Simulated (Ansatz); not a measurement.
# AlH₄NOSi: single points with varied inputs, part 2 of 2

Ansatz 0.2.0, Gaussian basis; the settings change from run to run. The steps go on from the part before.

**6. r2SCAN/def2-mTZVP**

Options: a grid of angular degree 23.

Contents of in.yaml:

```yaml
crystal:
  periodic: [false, false, false]
  atoms:
    - {symbol: O, position_ang: [-1.412777, -0.009614, 1.369228]}
    - {symbol: Si, position_ang: [-0.629634, -0.288701, -0.059932]}
    - {symbol: N, position_ang: [0.716265, 0.757200, -0.400334]}
    - {symbol: Al, position_ang: [1.600728, -0.793433, -0.279568]}
    - {symbol: H, position_ang: [-2.368319, 0.046363, 1.317847]}
    - {symbol: H, position_ang: [-1.709691, -0.324567, -1.094356]}
    - {symbol: H, position_ang: [0.767676, 1.755986, -0.545565]}
    - {symbol: H, position_ang: [3.127753, -1.200233, -0.363120]}
basis:
  gaussian: {orbitals: def2-mTZVP, final_grid: {core_spheres: 8, valence_spheres: 7, degree: 23}}
hamiltonian: {xc: {name: r2SCAN}}
```

On the command line:

```bash
ansatz run in.yaml --threads 2 --pin off --events-out ev --progress --plain --max-ram 4352MiB
```

Log:

```text
Functional definition: r2SCAN
  name "r2SCAN"
  cite "Furness, Kaplan, Ning, Perdew & Sun, J. Phys. Chem. Lett. 11, 8208 (2020) doi:10.1021/acs.jpclett.0c02405"
  cite "Furness, Kaplan, Ning, Perdew & Sun, J. Phys. Chem. Lett. 11, 9248 (2020) doi:10.1021/acs.jpclett.0c03077"
  parent r2scan
  parameter k0 = 0.174
  parameter k1 = 0.065
  parameter a1 = 4.9479
  exchange = r2scan_x(k0 = k0, k1 = k1, a1 = a1)
  correlation = r2scan_c
911 factors; their error is unknown
mean field evaluation 1: about -18060.5359 eV, gradient 9.1e1 eV
mean field evaluation 2: about -17957.5431 eV, gradient 2.0e2 eV
mean field evaluation 4: about -18075.3967 eV, gradient 1.3e1 eV
mean field evaluation 8: about -18076.0407 eV, gradient 1.3e-1 eV
mean field evaluation 16: about -18076.0176 eV, gradient 2.9e-4 eV
mean field -18076.01760149 eV, -664.2813944899 hartree, gradient 4.0e-5 eV, S^2 0.000000; 0 other end points of the search recorded, 0 dependent functions left out
reference -18076.01761520 eV, -664.2813949940 hartree; 23, 23 occupied and 76, 76 virtual orbitals, 911 factors
Total energy: -18076.01761520 eV, -664.2813949940 hartree
```

It took 1.2 s on 2 threads of Arm Neoverse V2, shared host.

**7. B2PLYP/ANO-RCC-VTZP**

This run has a grid of angular degree 11.

Changes to in.yaml since step 6:

```diff
@@ -12,3 +12,3 @@
 basis:
-  gaussian: {orbitals: def2-mTZVP, final_grid: {core_spheres: 8, valence_spheres: 7, degree: 23}}
-hamiltonian: {xc: {name: r2SCAN}}
+  gaussian: {orbitals: ANO-RCC-VTZP, final_grid: {core_spheres: 5, valence_spheres: 4, degree: 11}}
+hamiltonian: {xc: {name: B2PLYP}}
```

Launched as before.

Log:

```text
Functional definition: B2PLYP
  name "B2PLYP"
  cite "Grimme, J. Chem. Phys. 124, 034108 (2006) doi:10.1063/1.2148954"
  cite "Becke, Phys. Rev. A 38, 3098 (1988) doi:10.1103/PhysRevA.38.3098"
  cite "Lee, Yang & Parr, Phys. Rev. B 37, 785 (1988) doi:10.1103/PhysRevB.37.785"
  parameter a = 0.53
  parameter c = 0.27
  exchange = (1 - a)*b88_x + a*exact_x
  correlation = (1 - c)*lyp_c + c*(mp2_os + mp2_ss)
1118 factors; integrals over basis functions are off by at most 1.0e-3 eV
mean field evaluation 1: about -18086.4658 eV, gradient 7.3e1 eV
mean field evaluation 2: about -18086.7263 eV, gradient 7.3e1 eV
mean field evaluation 4: about -18096.2464 eV, gradient 8.8e0 eV
mean field evaluation 8: about -18096.4801 eV, gradient 8.6e-1 eV
mean field evaluation 16: about -18096.4822 eV, gradient 2.2e-4 eV
mean field -18096.48217951 eV, -665.0334538609 hartree, gradient 3.6e-6 eV, S^2 0.000000; 0 other end points of the search recorded, 0 dependent functions left out
12 core orbitals not correlated: weight in the atoms' cores, before any rotation towards them, 1.000 or more for the frozen orbitals, at most 0.000 for the correlated occupied ones
reference -18096.48243764 eV, -665.0334633469 hartree; 11, 11 occupied and 161, 161 virtual orbitals, 1118 factors
second order -21.54141806 eV of doubles, -0.00000000 eV of singles
Total energy: -18102.29862052 eV, -665.2472041253 hartree
Relativity: scalar
```

It took 7.5 s on 2 threads of Arm Neoverse V2, shared host.

**8. CAM-B3LYP/aug-pcseg-2**

Options: D3(BJ) with three-body dispersion.

Changes to in.yaml since step 7:

```diff
@@ -12,3 +12,3 @@
 basis:
-  gaussian: {orbitals: ANO-RCC-VTZP, final_grid: {core_spheres: 5, valence_spheres: 4, degree: 11}}
-hamiltonian: {xc: {name: B2PLYP}}
+  gaussian: {orbitals: aug-pcseg-2}
+hamiltonian: {xc: {name: CAM-B3LYP}, dispersion: d3bjatm}
```

Same command.

Log:

```text
Functional definition: CAM-B3LYP
  name "CAM-B3LYP"
  cite "Yanai, Tew & Handy, Chem. Phys. Lett. 393, 51 (2004) doi:10.1016/j.cplett.2004.06.011"
  cite "Iikura, Tsuneda, Yanai & Hirao, J. Chem. Phys. 115, 3540 (2001) doi:10.1063/1.1383587"
  cite "Becke, Phys. Rev. A 38, 3098 (1988) doi:10.1103/PhysRevA.38.3098"
  cite "Lee, Yang & Parr, Phys. Rev. B 37, 785 (1988) doi:10.1103/PhysRevB.37.785"
  cite "Vosko, Wilk & Nusair, Can. J. Phys. 58, 1200 (1980) doi:10.1139/p80-159"
  parameter alpha = 0.19
  parameter beta = 0.46
  parameter omega = 0.33/bohr
  parameter ac = 0.81
  # Exact exchange under (alpha + beta erf(omega r))/r, Becke's under what is left of 1/r.
  exchange = (1 - alpha - beta)*b88_x + beta*b88_x_sr(omega) + alpha*exact_x + beta*exact_x_lr(omega)
  correlation = (1 - ac)*vwn5_c + ac*lyp_c
1295 factors; their error is unknown
558 factors; integrals over basis functions are off by at most 3.6e-5 eV
mean field evaluation 1: about -18066.2572 eV, gradient 8.5e1 eV
mean field evaluation 2: about -18041.4389 eV, gradient 1.3e2 eV
mean field evaluation 4: about -18079.3743 eV, gradient 8.1e0 eV
mean field evaluation 8: about -18079.4891 eV, gradient 3.4e-1 eV
mean field evaluation 16: about -18079.5342 eV, gradient 1.7e-4 eV
mean field -18079.53416254 eV, -664.4106257250 hartree, gradient 1.3e-5 eV, S^2 0.000000; 0 other end points of the search recorded, 0 dependent functions left out
reference -18079.53431980 eV, -664.4106315040 hartree; 23, 23 occupied and 261, 261 virtual orbitals, 1295 factors
Total energy: -18079.67000322 eV, -664.4156177777 hartree
```

It took 7.5 s on 2 threads of Arm Neoverse V2, shared host; peak memory 0.82 GiB.

**9. rPW86-PBE/STO-3G**

Options: charge -1, multiplicity 2, finite nuclei, high accuracy.

Changes to in.yaml since step 8:

```diff
@@ -12,3 +12,7 @@
 basis:
-  gaussian: {orbitals: aug-pcseg-2}
-hamiltonian: {xc: {name: CAM-B3LYP}, dispersion: d3bjatm}
+  gaussian: {orbitals: STO-3G, nuclear_model: gaussian}
+total_charge: -1
+magnetization: {spin_polarized: true, initial_magnetization: 1}
+hamiltonian: {xc: {name: rPW86-PBE}}
+accuracy: high
+output: {forces: true}
```

The command is unchanged.

Log:

```text
Functional definition: rPW86-PBE
  name "rPW86-PBE"
  cite "Murray, Lee & Langreth, J. Chem. Theory Comput. 5, 2754 (2009) doi:10.1021/ct900365q"
  cite "Perdew, Burke & Ernzerhof, Phys. Rev. Lett. 77, 3865 (1996) doi:10.1103/PhysRevLett.77.3865"
  parent pbe
  exchange = rpw86_x
  correlation = pbe_c
654 factors; integrals over basis functions are off by at most 1.7e-8 eV
mean field evaluation 1: about -17867.5549 eV, gradient 1.9e1 eV
mean field evaluation 2: about -17861.9527 eV, gradient 3.7e1 eV
mean field evaluation 4: about -17870.2784 eV, gradient 2.1e0 eV
mean field evaluation 8: about -17870.2705 eV, gradient 3.6e-2 eV
mean field evaluation 16: about -17870.2705 eV, gradient 3.2e-5 eV
mean field evaluation 32: about -17869.9339 eV, gradient 1.7e0 eV
mean field -17870.27053166 eV, -656.7203291340 hartree, gradient 3.3e-8 eV, S^2 0.753150; 3 other end points of the search recorded, 0 dependent functions left out
the calculation of the forces begins
reference -17870.27054162 eV, -656.7203295003 hartree; 24, 23 occupied and 8, 9 virtual orbitals, 654 factors
Total energy: -17870.27054162 eV, -656.7203295003 hartree
Atom 0 at    -1.412777    -0.009614     1.369228 Å, force     2.412296     1.461076     4.102407 eV/Å
Atom 1 at    -0.629634    -0.288701    -0.059932 Å, force     0.183580    -4.158842    -2.133602 eV/Å
Atom 2 at     0.716265     0.757200    -0.400334 Å, force     0.721127    -0.874825     0.209023 eV/Å
Atom 3 at     1.600728    -0.793433    -0.279568 Å, force    -0.709449    -2.026422    -0.581206 eV/Å
Atom 4 at    -2.368319     0.046363     1.317847 Å, force    -4.222398     0.449534    -0.772313 eV/Å
Atom 5 at    -1.709691    -0.324567    -1.094356 Å, force    -0.615193     1.270965    -0.504430 eV/Å
Atom 6 at     0.767676     1.755986    -0.545565 Å, force     0.150398     2.869718    -0.430165 eV/Å
Atom 7 at     3.127753    -1.200233    -0.363120 Å, force     2.079640     1.008797     0.110285 eV/Å
Dipole moment:    -0.450070     0.347040     0.107883 e Å
```

Wall time 8.5 s (2 threads of Arm Neoverse V2, shared host).

Largest force 4.978 eV/Å, ⟨S²⟩ 0.753.

**10. revPBE/cc-pVDZ**

This run has D3(BJ) with three-body dispersion.

Changes to in.yaml since step 9:

```diff
@@ -12,7 +12,4 @@
 basis:
-  gaussian: {orbitals: STO-3G, nuclear_model: gaussian}
-total_charge: -1
-magnetization: {spin_polarized: true, initial_magnetization: 1}
-hamiltonian: {xc: {name: rPW86-PBE}}
-accuracy: high
+  gaussian: {orbitals: cc-pVDZ}
+hamiltonian: {xc: {name: revPBE}, dispersion: d3bjatm}
 output: {forces: true}
```

The command is unchanged.

Log:

```text
Functional definition: revPBE
  name "revPBE"
  cite "Zhang & Yang, Phys. Rev. Lett. 80, 890 (1998) doi:10.1103/PhysRevLett.80.890"
  cite "Perdew, Burke & Ernzerhof, Phys. Rev. Lett. 77, 3865 (1996) doi:10.1103/PhysRevLett.77.3865"
  parameter kappa = 1.245
  parameter beta = 0.06672455060314922
  exchange = pbe_x(kappa = kappa, mu = beta*pi^2/3)
  correlation = pbe_c(beta = beta)
1056 factors; their error is unknown
mean field evaluation 1: about -18058.7402 eV, gradient 8.5e1 eV
mean field evaluation 2: about -17940.0147 eV, gradient 2.0e2 eV
mean field evaluation 4: about -18072.0460 eV, gradient 1.8e1 eV
mean field evaluation 8: about -18073.2561 eV, gradient 2.1e-1 eV
mean field evaluation 16: about -18073.2132 eV, gradient 1.6e-4 eV
mean field -18073.21320887 eV, -664.1783349622 hartree, gradient 5.9e-5 eV, S^2 0.000000; 0 other end points of the search recorded, 0 dependent functions left out
the calculation of the forces begins
reference -18073.21326101 eV, -664.1783368781 hartree; 23, 23 occupied and 61, 61 virtual orbitals, 1056 factors
Total energy: -18073.58107760 eV, -664.1918538887 hartree
Atom 0 at    -1.412777    -0.009614     1.369228 Å, force     0.065414     0.281988     1.664659 eV/Å
Atom 1 at    -0.629634    -0.288701    -0.059932 Å, force    -0.357546    -0.956853    -0.943143 eV/Å
Atom 2 at     0.716265     0.757200    -0.400334 Å, force     0.469575     0.881559    -0.188686 eV/Å
Atom 3 at     1.600728    -0.793433    -0.279568 Å, force     0.558480    -0.951592     0.055347 eV/Å
Atom 4 at    -2.368319     0.046363     1.317847 Å, force    -0.786970     0.033554    -0.078617 eV/Å
Atom 5 at    -1.709691    -0.324567    -1.094356 Å, force    -0.279576    -0.027052    -0.386199 eV/Å
Atom 6 at     0.767676     1.755986    -0.545565 Å, force     0.024011     0.781802    -0.108123 eV/Å
Atom 7 at     3.127753    -1.200233    -0.363120 Å, force     0.306611    -0.043408    -0.015240 eV/Å
Dipole moment:    -0.114524     0.148437    -0.104985 e Å
```

Run time: 1.2 s. Hardware: 2 threads of Arm Neoverse V2, shared host.

Largest force 1.690 eV/Å, dipole 1.03 D.

**11. The runs in one table**

```tsv
level	charge	multiplicity	geometry	functions	energy (eV)	time
revPBE0/def2-TZVPP	0	1	relaxed	202	-18075.422	3.8 s
HSE06/6-31++G**	1	2	scaled	108	-18051.376	4.9 s
RPBE/def2-TZVPD	0	3	relaxed	199	-18076.618	17 s
wB97X-V/STO-3G	0	1	relaxed	32	-17876.323	2.9 s
r2SCAN/def2-mTZVP	0	1	relaxed	99	-18076.018	1.2 s
B2PLYP/ANO-RCC-VTZP	0	1	relaxed	184	-18102.299	7.5 s
CAM-B3LYP/aug-pcseg-2	0	1	relaxed	284	-18079.670	7.5 s
rPW86-PBE/STO-3G	-1	2	relaxed	32	-17870.271	8.5 s
revPBE/cc-pVDZ	0	1	relaxed	84	-18073.581	1.2 s
```

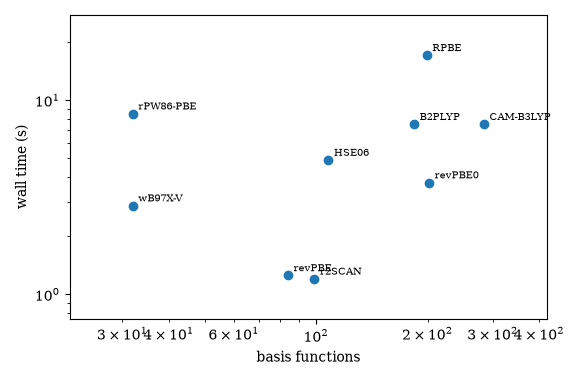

Wall time against the number of basis functions (shared host).

**12. Outcome**

This closing draws on all 2 parts.

| quantity | value |
| --- | --- |
| runs | 9 |
| quickest | r2SCAN/def2-mTZVP, 1.2 s |
| slowest | RPBE/def2-TZVPD, 17 s |
| spread of total energies, same state and geometry | 226.0 eV |
| dipole, same state and geometry | 0.86 to 1.44 D |

**Reading.** RPBE/def2-TZVPD took 14 times as long as r2SCAN/def2-mTZVP. The jobs differ in tasks and options as well as level. Total energies at one charge and spin differ by 226 eV between levels, so only differences within one level mean anything. Some of these runs are scalar-relativistic and others not, which shifts the totals of all-electron atoms past neon by eV; core potentials, where a basis has them, take the core out of the total altogether. At the PBE0-D4/def2-TZVP geometry and in the same state, runs without warnings or point charges leave forces up to 3.57 eV/Å (wB97X-V/STO-3G). At that geometry and state the dipole changes by 69 % between the lowest and highest value.
